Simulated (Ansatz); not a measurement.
System: MgBe₅.

```
Mg Be
1.0
     4.42815    0.00000    0.00000
    -2.21407    3.83489    0.00000
     0.00000    0.00000    3.56443
Mg Be
1 5
Direct
  0.00000 0.00000 0.00000
  0.33333 0.66667 0.00000
  0.66667 0.33333 0.00000
  0.50000 0.00000 0.50000
  0.50000 0.50000 0.50000
  0.00000 0.50000 0.50000
```

Space group P6/mmm; a structure generated by program, which may or may not match a known phase.

The calculation used DFT r2SCAN, scalar-relativistic, plane waves, PAW in Ansatz.

What can the converged valence pseudo-density and electron localisation function tell about the bonding?

Answer. Be–Be (2.19 Å): ρ at the midpoint is about 0.29 e/Å³; the ELF peaks at about 0.70 between the atoms.
Mg–Be (2.56 Å): ρ is about 0.16 e/Å³ halfway, with its minimum of 0.14 e/Å³ about 1.1 Å from Mg; the ELF is about 0.35 at the midpoint.
Mg–Be (2.84 Å): ρ at the midpoint is about 0.15 e/Å³, with its minimum of 0.13 e/Å³ about 1.1 Å from Mg; the ELF is about 0.50 at the midpoint.

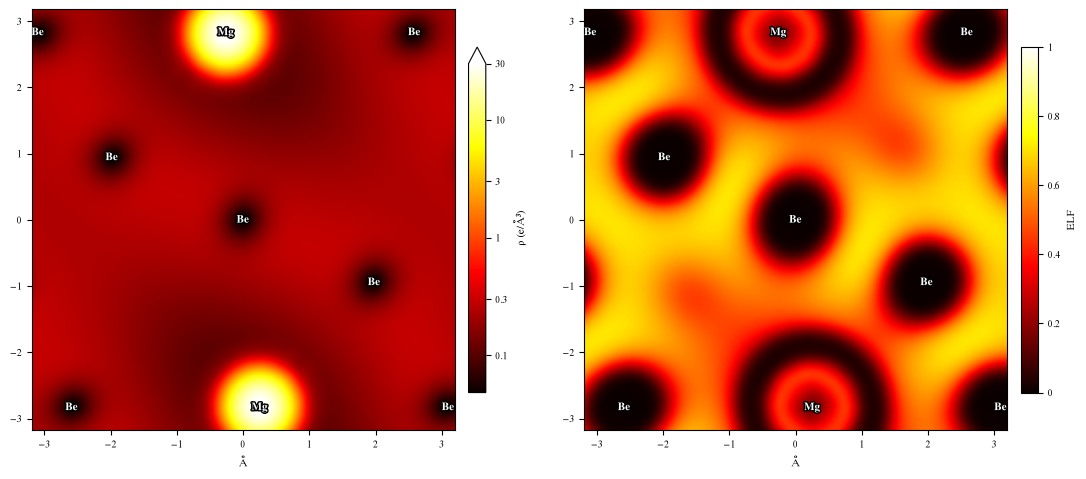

Computed valence pseudo-density and electron localisation function on the (111) plane of the conventional cell, in this order. Atoms just off the plane (Be, 0.9 Å away) can leave unmarked features too.

Core electrons are frozen (PAW), and the valence fields are smoothed inside the atomic spheres.
